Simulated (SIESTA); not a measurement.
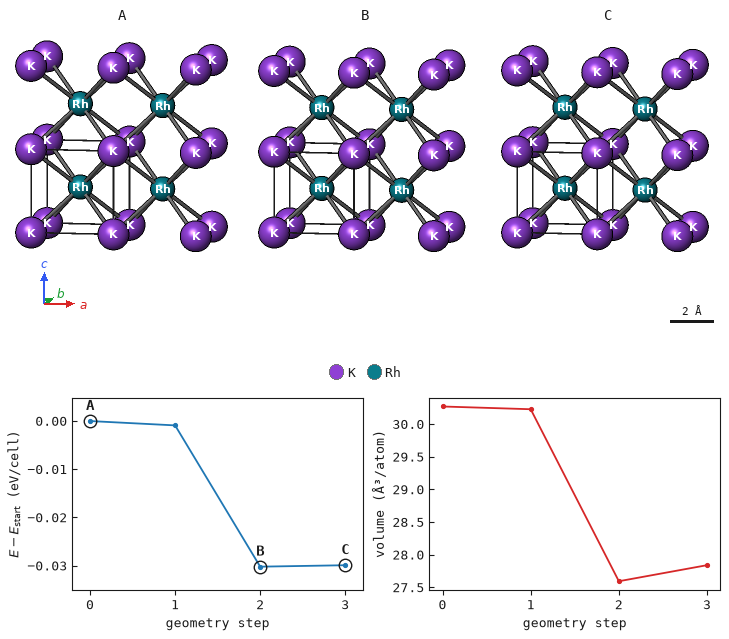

Frames of a relaxation of crystalline KRh (a generated structure, set up in Pm-3m), marked on the history of the run. A ball-and-stick model of the cell of the calculation, repeated 2 × 1 × 2 with one cell outlined, seen slightly off an axis.

The run lets cell and atoms move.

All numbers below come from SIESTA 5.4.2, Kohn-Sham DFT of a periodic cell, PBE, PseudoDojo 0.4 standard, converted to PSML.

Input file:
```
SystemName                      KRh
SystemLabel                     KRh
NumberOfSpecies                 2
NumberOfAtoms                   2
%block ChemicalSpeciesLabel
  1  19 K
  2  45 Rh
%endblock ChemicalSpeciesLabel
%include structure.fdf

%block kgrid.MonkhorstPack
    5   0   0  0.0
    0   5   0  0.0
    0   0   5  0.0
%endblock kgrid.MonkhorstPack
XC.Functional                   GGA
XC.Authors                      PBE
PAO.BasisSize                   DZP
PAO.EnergyShift                 0.002 Ry
Mesh.Cutoff                     800 Ry
OccupationFunction              FD
ElectronicTemperature           0.05 eV
MaxSCFIterations                120
SCF.MustConverge                false
SCF.Mixer.Method                Pulay
SCF.Mixer.Weight                0.25
SCF.Mixer.History               8
SCF.DM.Tolerance                5.0e-05
SCF.H.Tolerance                 1.0e-03 eV
WriteForces                     true
Charge.Mulliken                 end
MD.TypeOfRun                    Broyden
MD.Steps                        40
MD.MaxForceTol                  0.04 eV/Ang
MD.MaxDispl                     0.1 Ang
WriteCoorStep                   true
AtomCoorFormatOut               Fractional
MD.VariableCell                 true
MD.MaxStressTol                 0.1 GPa
%block PAO.Basis
  K 4
  n=3 0 1
    4.024
  n=4 0 2
    9.500 0.000
  n=3 1 1
    4.801
  n=4 1 1
    9.500
%endblock PAO.Basis
```

Run as
```bash
siesta KRh.fdf > KRh.out 2>&1
```

**What happens along the run?**

Over 3 geometry steps the energy falls by 29.9 meV per cell of the calculation. All forces vanish by symmetry, so only the cell relaxes. Pressure: −1.49 GPa at the start and −0.02 GPa at the end. The atoms keep their places relative to the cell (all moves are under 0.005 Å). The drawn cell changes as follows: a = b = c 3.927 → 3.819 Å (−2.8 %); the volume changes by −8.0 %. Among the contacts that change: K–Rh 3.401 → 3.307 Å. The space group stays Pm-3m (No. 221). From step 0 to 2: volume −8.8 %, energy −30.2 meV per cell of the calculation. From step 2 to 3: volume +0.9 %, energy +0.3 meV per cell of the calculation.
